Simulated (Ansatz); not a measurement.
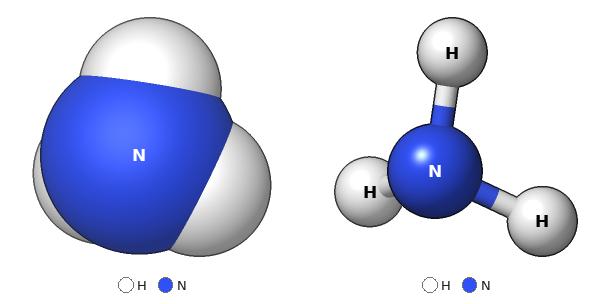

The same structure drawn twice, from different directions.

> Give the formula.

NH₃, 4 atoms: 1 nitrogen and 3 hydrogen.

> Count the bonded pairs by element.

3 N–H. Sticks follow a distance rule.

The parts below concern this one geometry. Atoms keep their numbers from picture to picture. The geometry was computed by an optimisation with PBE0-D4/def2-TZVP.

### Geometry

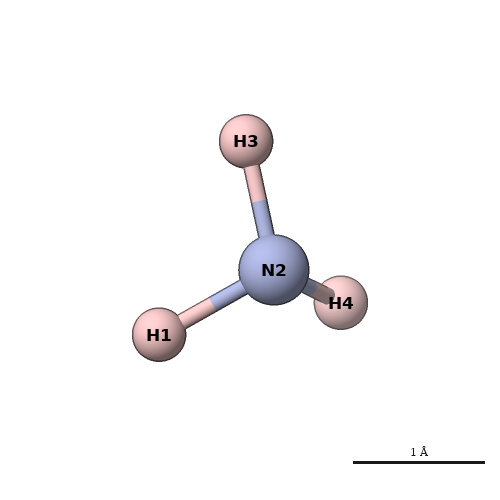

Numbered structure.

List the bonds and their lengths.

```
 bond  length (Å)
H1–N2       1.013
N2–H3       1.013
N2–H4       1.013
```

### Electronic properties

Method: RKS PBE0-D4/def2-TZVP (Ansatz 0.2.0).

Computed properties:

- dipole moment: 1.69 D
- harmonic zero-point energy: 90.5 kJ/mol

### Vibrations

Harmonic vibrations computed with RKS PBE0-D4/def2-TZVP (Ansatz 0.2.0) at a stationary point of the same level.

> How many vibrational modes are there, and where do they lie?

6 modes: 1031, 1669, 1670, 3502, 3631, 3632 cm⁻¹.

### Charges

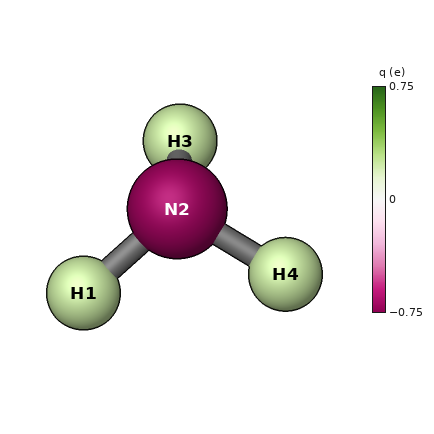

Atoms are coloured by their Mulliken charges. Level of theory: RKS PBE0-D4/def2-TZVP (Ansatz 0.2.0).

Give the Mulliken charges atom by atom.

| atom | value (e) |
| --- | --- |
| H1 | 0.23 |
| N2 | −0.70 |
| H3 | 0.23 |
| H4 | 0.23 |

### Thermal motion

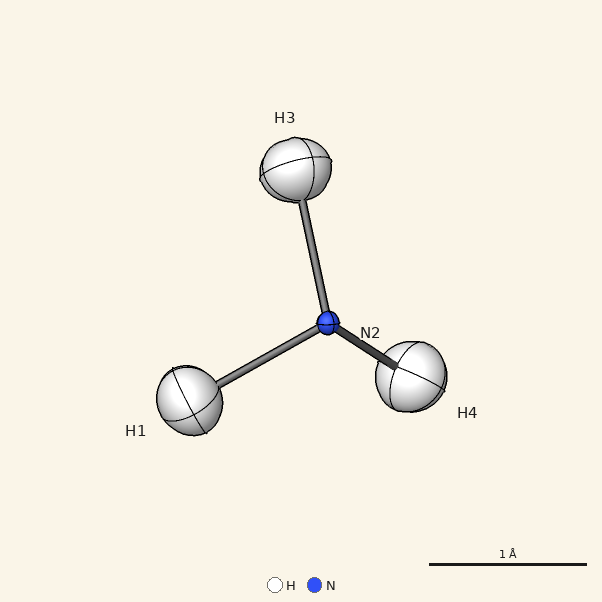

Displacement ellipsoids at the 50 % level, enlarged 2 times, from the internal vibrations of the free molecule (harmonic, no overall translation or rotation; no half-axis is drawn under 0.075 Å). Vibrations computed with RKS PBE0-D4/def2-TZVP (Ansatz 0.2.0). Temperature: 600 K.

> Which atom has the largest mean-square displacement?

H1, H3, H4, with U_eq = 0.0054 Å².

Give the displacement parameters, one line for each set of equivalent atoms.

```
      atom  U_eq (Å²)   rms amplitudes (Å)
H1, H3, H4     0.0054  0.066, 0.076, 0.079
        N2    0.00012  0.008, 0.008, 0.015
```

Mulliken values depend strongly on the basis set and can even reverse the polarity of a bond.
